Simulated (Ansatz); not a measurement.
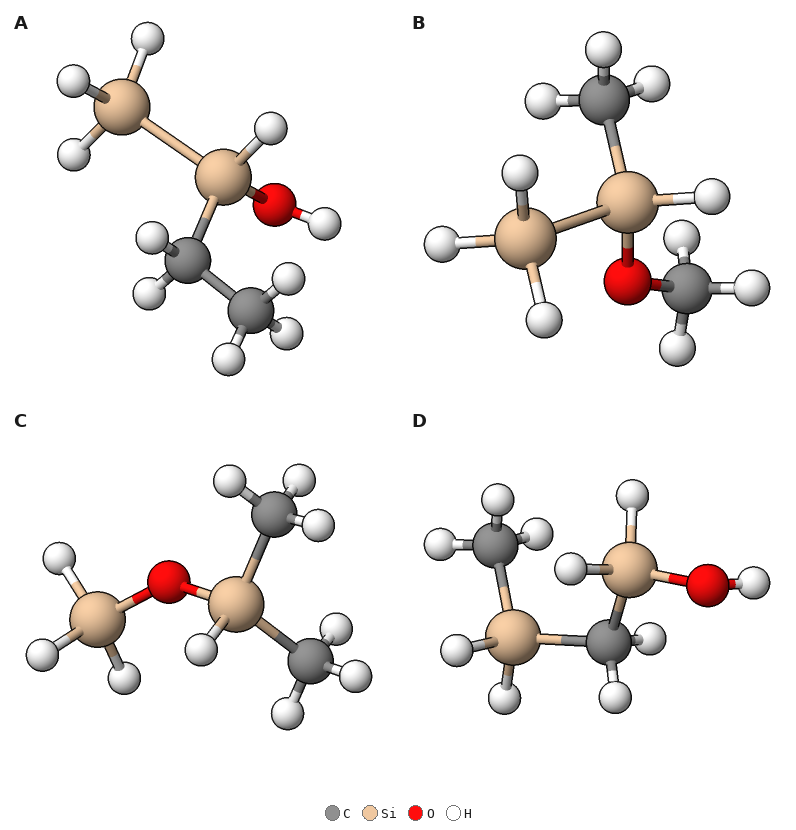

```sh
ansatz run in.yaml --threads 2 --pin off --events-out ev --progress --plain --max-ram 22528MiB --backend cuda --devices 0, --max-vram 18GiB
```

```yaml
crystal:
  periodic: [false, false, false]
  atoms:
    - {symbol: C, position_ang: [-1.679149, -0.576933, -1.322638]}
    - {symbol: Si, position_ang: [-0.134753, -1.369898, -0.625722]}
    - {symbol: C, position_ang: [1.085001, -0.089270, 0.002771]}
    - {symbol: Si, position_ang: [0.430394, 1.045679, 1.325607]}
    - {symbol: O, position_ang: [1.605569, 1.964241, 2.033221]}
    - {symbol: H, position_ang: [-1.431901, 0.112980, -2.133492]}
    - {symbol: H, position_ang: [-2.356674, -1.335789, -1.720765]}
    - {symbol: H, position_ang: [-2.216044, -0.014095, -0.555353]}
    - {symbol: H, position_ang: [0.518461, -2.197100, -1.679952]}
    - {symbol: H, position_ang: [-0.499805, -2.279850, 0.496306]}
    - {symbol: H, position_ang: [1.957722, -0.618900, 0.402086]}
    - {symbol: H, position_ang: [1.431330, 0.507148, -0.849580]}
    - {symbol: H, position_ang: [-0.619366, 1.920657, 0.727640]}
    - {symbol: H, position_ang: [-0.158465, 0.260262, 2.437363]}
    - {symbol: H, position_ang: [2.045782, 2.619968, 1.491708]}
basis:
  gaussian: {orbitals: def2-TZVPP}
correlation: {method: ccsd_t}
```

**Which panel shows the molecule in this file?**

D. The file holds C2H10OSi2, `C[SiH2]C[SiH2]O`.
